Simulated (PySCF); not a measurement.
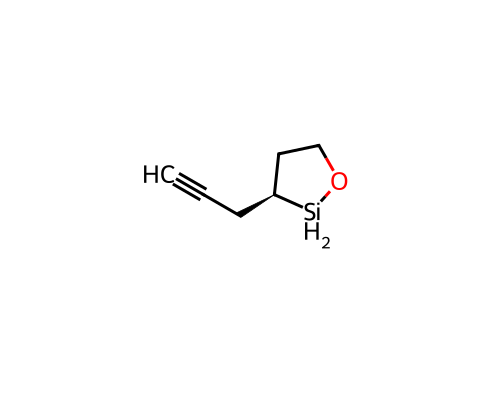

Computed geometry: GFN2-xTB optimisation. No frequency run is at hand to confirm it as a minimum. Method: CAM-B3LYP/def2-SVPD, gas phase (PySCF 2.14.0). Excitations: vertical, linear response.

What does the calculation give?

The species is C6H10OSi (`C#CC[C@H]1CCO[SiH2]1`).
- dipole moment: 0.89 D
- HOMO energy (Kohn–Sham orbital): −9.11 eV
- LUMO energy (Kohn–Sham orbital): 1.01 eV
- HOMO–LUMO gap: 10.12 eV
- mean static polarisability: 92.8 bohr³
- lowest vertical singlet excitation: 6.65 eV
- its oscillator strength: 0.000
- brightest of the 8 lowest singlets: 7.52 eV
- its oscillator strength: 0.04

The geometry is semi-empirical. Around Si such bond lengths and angles can be off by a tenth of an ångström or more and by several degrees, and values that hang on the shape move with them.
